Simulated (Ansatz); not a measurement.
AlH3O3···NH3···HF

The calculation's input:

```
crystal:
  periodic: [false, false, false]
  atoms:
    - { symbol: Al, position_ang: [-0.9228, 0.0091, -0.4291] }
    - { symbol: O, position_ang: [-0.3937, -0.9796, 1.4402] }
    - { symbol: O, position_ang: [-0.963, -1.2292, -1.5096] }
    - { symbol: O, position_ang: [-2.0442, 1.1809, -0.1757] }
    - { symbol: H, position_ang: [1.7173, 0.3495, 0.5034] }
    - { symbol: "N", position_ang: [1.1198, 0.9149, -0.5487] }
    - { symbol: H, position_ang: [0.8298, -0.679, 1.6034] }
    - { symbol: F, position_ang: [1.9635, -0.2881, 1.4982] }
    - { symbol: H, position_ang: [-0.4068, -1.9245, 1.3122] }
    - { symbol: H, position_ang: [-1.1922, -1.7668, -2.2498] }
    - { symbol: H, position_ang: [-2.4968, 1.8163, 0.354] }
    - { symbol: H, position_ang: [1.6443, 0.6803, -1.3788] }
    - { symbol: H, position_ang: [1.1449, 1.9161, -0.4198] }
basis:
  gaussian: { orbitals: cc-pVDZ }
hamiltonian:
  xc: b3lyp
relax:
  f_tol: 0.15
  max_steps: 25
  restrain:
    - { distance: [0, 5], at: 3.22, k: 30.0 }
    - { distance: [4, 7], at: 2.18, k: 30.0 }
    - { distance: [6, 1], at: 2.27, k: 30.0 }
    - { distance: [0, 1], at: 1.87, k: 30.0 }
    - { distance: [4, 5], at: 1.02, k: 30.0 }
    - { distance: [6, 7], at: 0.88, k: 30.0 }
output:
  orbitals: {}
```

Run with:

```sh
ansatz run input.yaml --threads 4 --pin off --max-ram 5120MiB --backend cpu --events-out ev --progress --plain --runs-dir out
```

The fields are those of the run's last geometry, not of the input's.

Not at a stationary point (largest force 1.5 eV/Å).

All numbers below come from RKS B3LYP/cc-pVDZ in Ansatz.

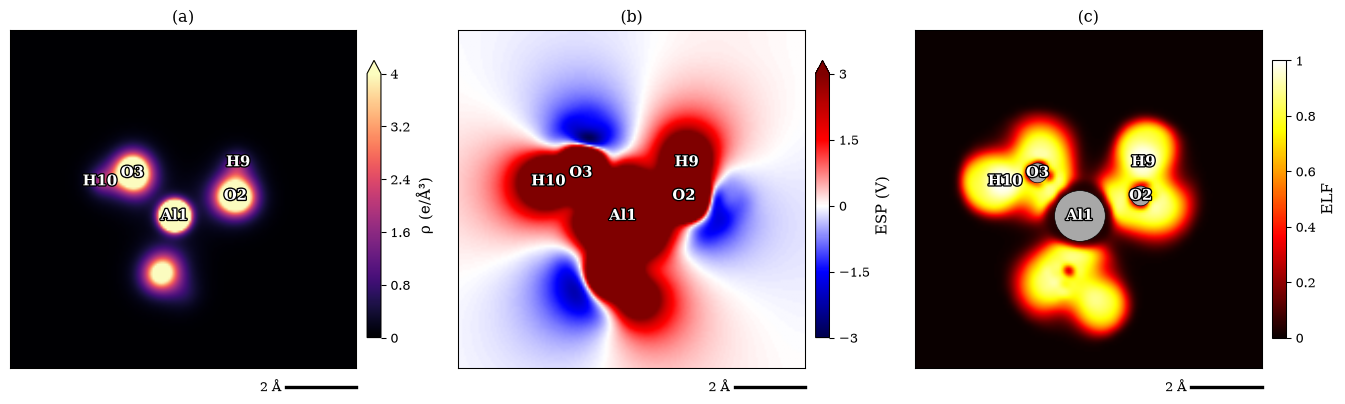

Figure 1. (a) total electron density; (b) electrostatic potential; (c) electron localisation function on the plane of atoms O2, Al1 and O3. Grey discs cover the atomic cores in the ELF map.

Interpret the plot.

- Atoms in the plane: Al, O and H.
- Al–O (1.72 Å): ρ is about 0.75 e/Å³ halfway; the ELF peaks at about 0.90 in the valence shell of O, 0.6 Å from its nucleus, and is about 0.35 at the midpoint.
- Al–O (1.82 Å): ρ at the midpoint is about 0.63 e/Å³; the ELF peaks at about 0.90 in the valence shell of O, 0.6 Å from its nucleus, and is about 0.45 at the midpoint.
- O–H (0.97 Å): ρ is about 3.6 e/Å³ halfway; the ELF climbs to about 1 towards the hydrogen, as it does in any bond to H; a covalent bond by its length.
- The ELF also peaks beside O4, O2 and O3, away from the bonds: lone-pair regions.
- Outside the dense part of the complex the potential is most negative (−2.6 V) near O3.

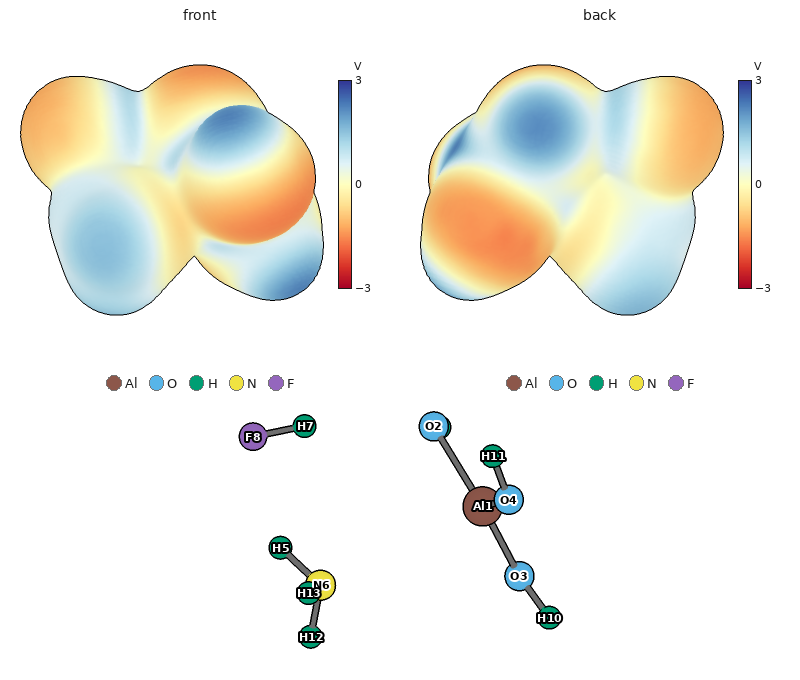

Figure 2. The molecular electrostatic potential painted on the density surface at 0.002 e/bohr³, seen from the front and from behind; the colour scale runs from red (negative) to blue (positive). The bare structure is drawn below in the same view.

Describe the electrostatic potential map.

The most negative region (about −1.6 V, or −37 kcal/mol for a unit charge) lies over O3 and O4, the most positive (about +2.2 V, or +51 kcal/mol for a unit charge) over Al1, H9, H10 and H11.

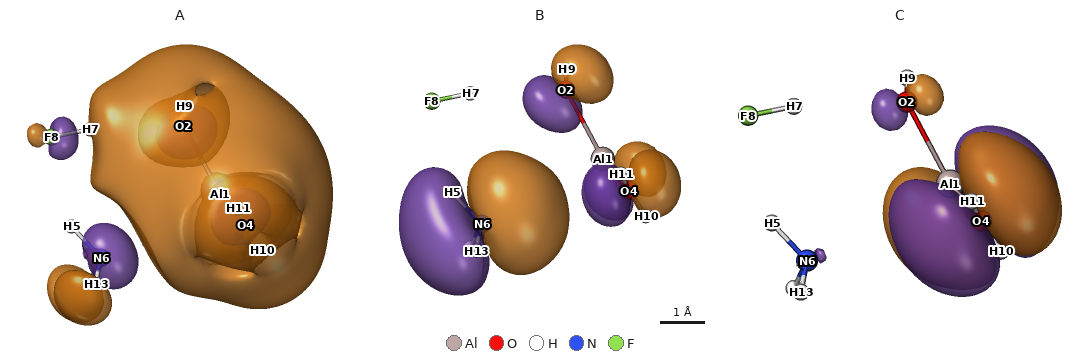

Figure 3. Three frontier orbitals at ±0.05 Å⁻³ᐟ² (orange and purple are the two phases), in no order.

Order the three orbitals by energy and name them.

C is the HOMO−1 (−8.18 eV). By Hirshfeld shares it lies mainly on O3 (about 50 %) and O4 (about 35 %); largely a combination of lone pairs on O3 and O4. B is the HOMO (−7.72 eV). It lies mainly on N6 (about 70 %); largely a lone pair of N6. A is the LUMO (−0.48 eV). It lies mainly on Al1 (about 40 %), O2 (about 10 %), O4 (about 10 %), O3 (about 10 %) and H9 (about 5 %).

What is the HOMO–LUMO gap?

7.24 eV between the orbital energies.
